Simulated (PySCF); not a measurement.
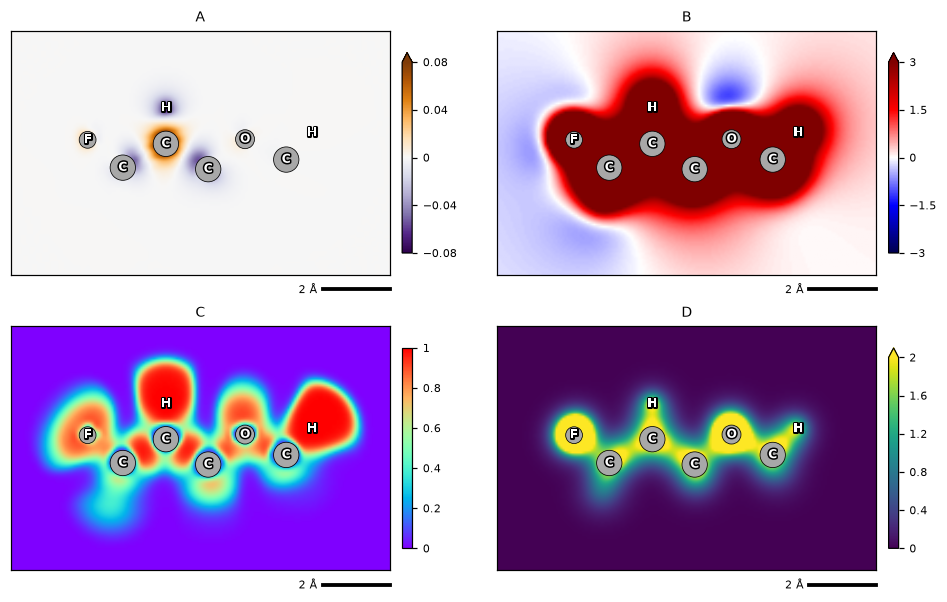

C$_{4}$H$_{5}$F$_{4}$O (SMILES FCOC[CH]C(F)(F)F) (doublet): 4 fields on the plane of atoms O3, C4 and C5, with unlabelled colour scales. Grey discs cover the atomic cores.

Geometry: GFN2-xTB.

The calculation used UKS B3LYP, pcH-1 on C F H O, non-relativistic, mean-field spin-orbit, GIAO in PySCF.

```xyz
14

F    -2.6564   -1.4948    0.1878
C    -2.4948   -0.1631   -0.1152
O    -1.3475    0.3331    0.4409
C    -0.1570   -0.2167   -0.0822
C     1.0067    0.4232    0.5413
C     2.3611    0.1270    0.0477
F     2.6889   -1.1859    0.1386
F     2.5185    0.4224   -1.2678
F     3.3061    0.8021    0.7050
H    -2.5060   -0.1037   -1.2172
H    -3.3382    0.3764    0.3270
H    -0.1375   -1.3112    0.0996
H    -0.1282   -0.0961   -1.1836
H     0.8836    1.1096    1.3558
```

**The panels show electron density, electron localisation function, electrostatic potential and spin density in some order. Assign them.**

Panel A: spin density (confined to the atoms that carry the unpaired spin). Panel B: electrostatic potential (strongly positive close to the atoms, with negative regions outside electron-rich atoms). Panel C: electron localisation function. Panel D: electron density. From the grid: C–F (1.33 Å): the density is about 2.2 e/Å³ at the midpoint, with its minimum of 1.9 e/Å³ about 0.5 Å from C; the ELF peaks at about 0.85 between the atoms, as expected for a shared but strongly polarised pair. C–O (1.37 Å): ρ is about 2.2 e/Å³ halfway, with its minimum of 2 e/Å³ about 0.5 Å from C; the ELF peaks at about 0.90 between the atoms; a polar covalent bond.
